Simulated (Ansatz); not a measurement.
```yaml
atoms:
  - { symbol: Si, position_ang: [-1.3715, 0.2089, -0.4687] }
  - { symbol: Si, position_ang: [1.1118, -1.4792, -0.6260] }
  - { symbol: F, position_ang: [-2.6906, 1.0794, -0.7538] }
  - { symbol: F, position_ang: [-1.7945, -0.5566, 0.8587] }
  - { symbol: H, position_ang: [-1.1912, -0.5458, -1.7130] }
  - { symbol: H, position_ang: [0.2724, 1.1235, 1.0912] }
  - { symbol: N, position_ang: [-0.2680, 1.5461, -0.0152] }
  - { symbol: H, position_ang: [0.8946, -0.3687, 1.0568] }
  - { symbol: O, position_ang: [0.8643, 0.4107, 1.8503] }
  - { symbol: H, position_ang: [2.4090, -2.1165, -0.2124] }
  - { symbol: H, position_ang: [0.2455, -2.6284, -1.0475] }
  - { symbol: H, position_ang: [1.4566, -0.8041, -1.9310] }
  - { symbol: H, position_ang: [0.5271, 1.6112, -0.6452] }
  - { symbol: H, position_ang: [-0.7396, 2.4464, 0.0197] }
  - { symbol: H, position_ang: [0.2744, 0.0731, 2.5359] }
```

A transition-state structure; geometry: PBE0-D4/def2-TZVP.

Method: Ansatz, RKS PBE0-D4/def2-TZVPP.

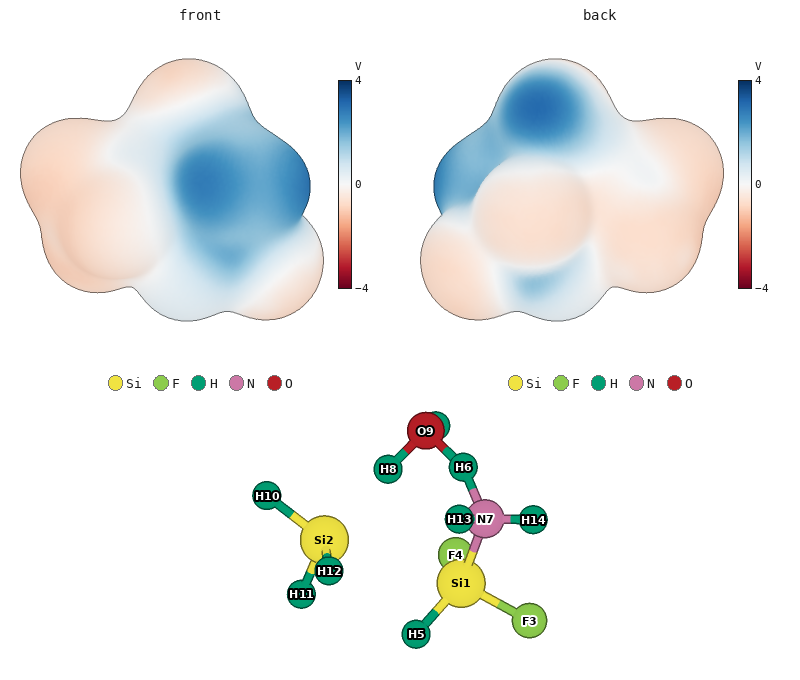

F2H6NOSi···H3Si. The molecular electrostatic potential painted on the density surface at 0.002 e/bohr³, seen from the front and from behind; the colour scale runs from red (negative) to blue (positive). The bare structure is drawn below in the same view.

Question: Describe the electrostatic potential map.

Answer: The most negative region (about −0.9 V) lies over H10 and H11, the most positive (about +2.9 V) over H15.
